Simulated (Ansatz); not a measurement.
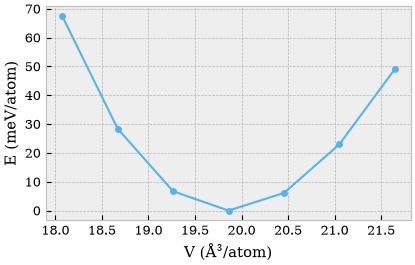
*MoSe₂ (fluorite or antifluorite type, Fm-3m) under volume change, DFT-PBE in the program Ansatz with PAW potentials, scaled uniformly.*

Problem. What does a third-order Birch–Murnaghan fit give for V₀, B₀ and B′?

Solution. V₀ = 19.86 Å³/atom, B₀ = 113 GPa, B′ = 4.2.

The cell is a constructed one: a structure type filled with these elements; neither database checked (COD, Materials Project) lists it. It is not the phase usual at ambient conditions (space group No. 194). The cell was relaxed with PBE under the symmetry of its start; its stability against distortions is not shown here. The run is not spin-polarised.

Potentials: the later of the program's two PAW sets.
